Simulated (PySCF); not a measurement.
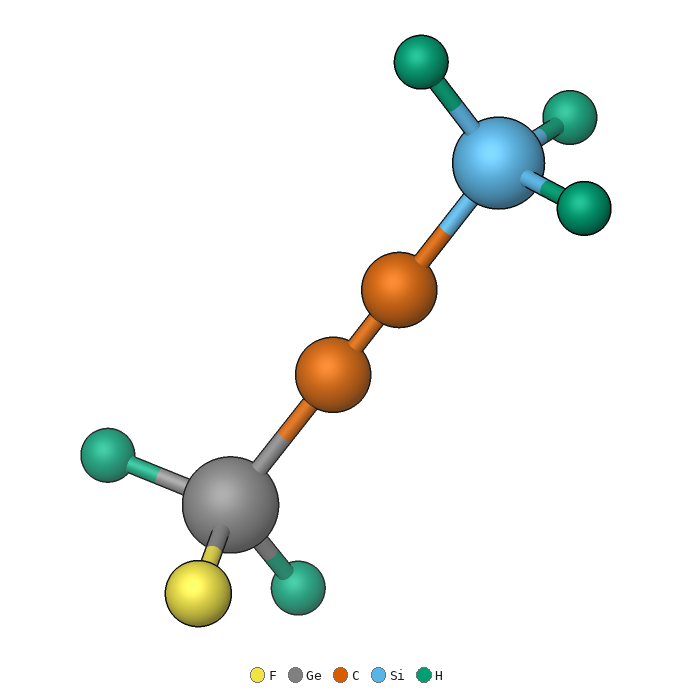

Ball-and-stick drawing of a structure. Every bond is drawn as one stick, whatever its order.

Identify the structure.

It has 10 atoms: 2 carbon, 5 hydrogen, 1 fluorine, 1 germanium and 1 silicon (C₂H₅FGeSi). SMILES: `[F][GeH2][C]#C[SiH3]`. Among its groups: alkyne, Si–H bond. Coordination: 1 Ge tetrahedral; 2 C linear; 1 Si tetrahedral.

The parts below concern this one geometry. Atoms keep their numbers from picture to picture. The computed structure is the end point of a PBE0-D3(BJ)/def2-SVP optimisation. No frequency run is at hand to confirm it as a minimum.

### Shape

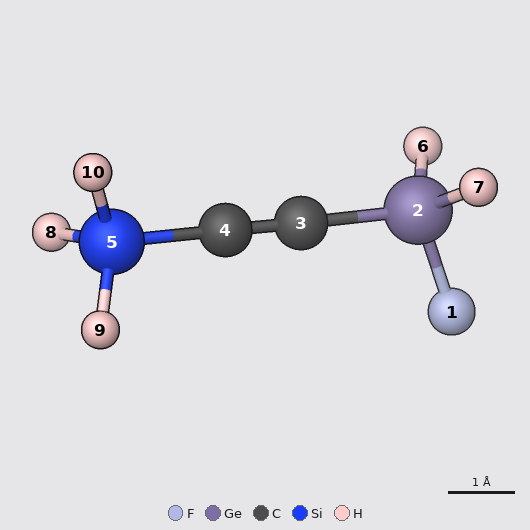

No frequency run is at hand to confirm it as a minimum.

Estimate the angles F1–Ge2–C3, F1–Ge2–H6, F1–Ge2–H7, C3–Ge2–H6, C3–Ge2–H7, Ge2–C3–C4, C3–C4–Si5, C4–Si5–H8, C4–Si5–H9, C4–Si5–H10.

```tsv
angle	degrees
F1–Ge2–C3	107.0
F1–Ge2–H6	106.8
F1–Ge2–H7	106.8
C3–Ge2–H6	110.6
C3–Ge2–H7	110.7
Ge2–C3–C4	179.0
C3–C4–Si5	179.4
C4–Si5–H8	109.3
C4–Si5–H9	109.1
C4–Si5–H10	109.0
```

### Core levels

No frequency run is at hand to confirm it as a minimum. Level of theory: delta-SCF UKS SCAN, pcX-2 on the ionised atom, pcseg-1 elsewhere, spin-free X2C (PySCF 2.14.0).

Give the core-electron binding energies (to vacuum; p and d levels without spin–orbit splitting) of F1 1s, C3 1s, C4 1s, Si5 1s, Si5 2p.

```tsv
atom	level	binding energy (eV)
F1	1s	691.3
C3	1s	290.3
C4	1s	290.3
Si5	1s	1847.2
Si5	2p	107.6
```

### Electronic properties

No frequency run is at hand to confirm it as a minimum. Properties computed with PBE0/pcSseg-1, gas phase (PySCF 2.14.0).

Computed properties:

- dipole moment: 2.21 D
- HOMO energy (Kohn–Sham orbital): −8.40 eV
- LUMO energy (Kohn–Sham orbital): −1.20 eV
- HOMO–LUMO gap: 7.20 eV

### NMR shielding

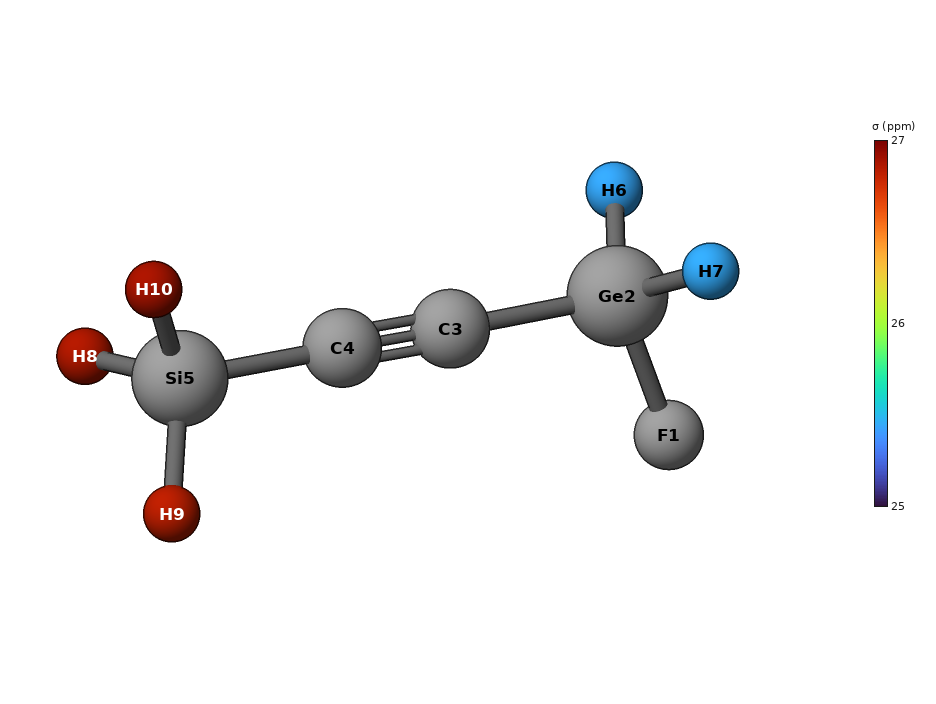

Atoms are coloured by their isotropic NMR shieldings (H only, the others grey). No frequency run is at hand to confirm it as a minimum. Method: GIAO PBE/pcSseg-2 NMR shielding, non-relativistic, gas phase (PySCF 2.14.0).

**Which H atom is the most shielded (lowest chemical shift)?**

H10 (26.88 ppm).

**Which H atom is the least shielded (highest chemical shift)?**

H6, H7 (25.44 to 25.45 ppm).

**How wide is the range of H shifts?**

1.44 ppm.

List the isotropic NMR shieldings of the H atoms.

| atom | σ (ppm) |
| --- | --- |
| H6 | 25.44 |
| H7 | 25.45 |
| H8 | 26.86 |
| H9 | 26.83 |
| H10 | 26.88 |

### Excitation

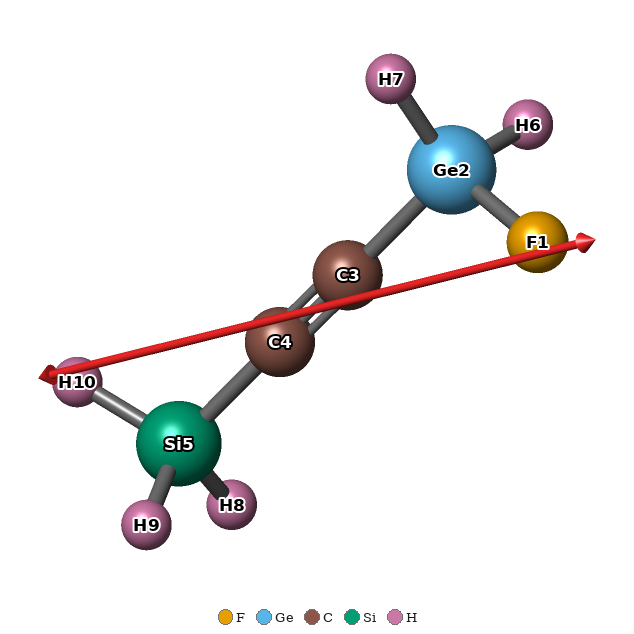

The double arrow shows the direction of the transition dipole to excited singlet state 7 (its length means nothing). No frequency run is at hand to confirm it as a minimum. Method: TDDFT ωB97X-D/def2-SVPD, vertical, gas phase, core orbitals frozen in the response (PySCF 2.14.0).

**How is the transition polarised?**

Close to the long direction F1···Si5.

**Where does the transition lie, and how strong is it?**

8.00 eV (155 nm), oscillator strength 0.036, mainly HOMO−1 → LUMO+2 (weight 0.76); transition dipole 1.09 D.
